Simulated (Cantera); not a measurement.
A closed system holds: 1 mol TiO₂, 2200 mol H₂, held at 10.0 Torr.

Equilibrium computed with Cantera from the NASA thermochemical tables; the gas is ideal and each condensed phase is pure. Candidate condensed phases: H₂O, Ti, TiO, TiO₂, Ti₂O₃, Ti₃O₅, Ti₄O₇; 12 gas species. Mutual solubility and eutectic melting of coexisting phases are not modelled. TiO: taken at fixed stoichiometry. Condensed phases not in the tables: Magnéli phases beyond Ti₄O₇. Rates play no part.

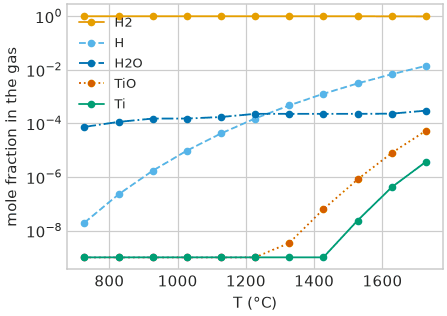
Figure. Equilibrium gas composition (values under 1e-9 drawn at 1e-9)

At 727 °C the condensed part is TiO₂(rutile) + Ti₄O₇(s). At 827 °C the condensed part is Ti₄O₇(s). From 927 °C to 1027 °C the condensed part is Ti₃O₅(s). At 1127 °C the condensed part is Ti₂O₃(s) + Ti₃O₅(s). From 1227 °C to 1627 °C the condensed part is Ti₂O₃(s). At 1727 °C the condensed part is TiO(s) + Ti₂O₃(s).
